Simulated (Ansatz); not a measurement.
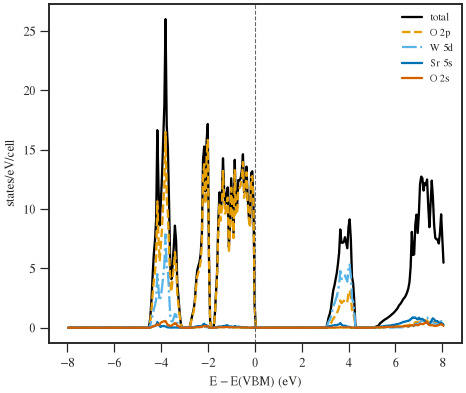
Total and projected density of states of Sr$_{2}$CaWO$_{6}$ in space group I4/m (No. 87; Pearson symbol tI20), DFT-PBEsol in the program Ansatz with PAW potentials

Q: Which orbitals carry the states next to the gap?

A: Top 1 eV of the valence band: O 2p 96 %. Bottom 1 eV of the conduction band: W 5d 58 %, O 2p 29 %, outside the projected shells 9 %. Projections are on Löwdin-orthogonalised atomic valence shells; empty p or d shells of many metals are not among them.

Q: Where is the tallest occupied peak in this window, and what makes it?

A: Near -3.8 eV, about 26 states/eV per cell; the largest projected share is O 2p.

The first step of the workflow began from a Materials Project structure, measured or hypothetical; the Crystallography Open Database copy checked does not list it. COD files the formula under space group No. 14, so this cell is another polymorph or a model. Whether it is the stable phase at ambient conditions was not checked. The cell was relaxed with PBEsol under the symmetry of its start; whether a distortion lowers the energy is not shown. No spin polarisation was allowed. No Hubbard U is applied. Spin–orbit coupling is left out wherever it is not named.

Potentials: the later of the program's two PAW sets.
